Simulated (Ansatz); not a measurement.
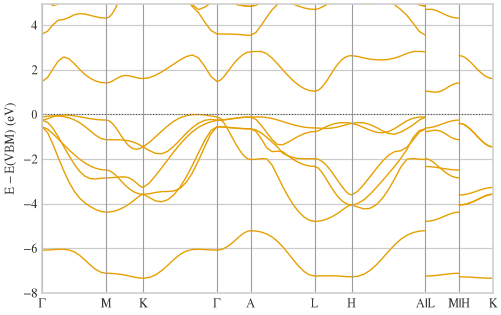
Fig. 1. Band structure from DFT-r²SCAN+D4 in the program Ansatz with PAW potentials

The gap is 0.96 eV; an edge lies off the plotted path or next to a special point (maximum off the standard path, minimum off the standard path).

The material is SnSe2 (CdI2 type, P-3m1).

The cell was relaxed with r²SCAN+D4 under the symmetry of its start; of distortions, only those at the zone centre were tested. Spin–orbit coupling is left out wherever it is not named.

Potentials: the later of the program's two PAW sets.
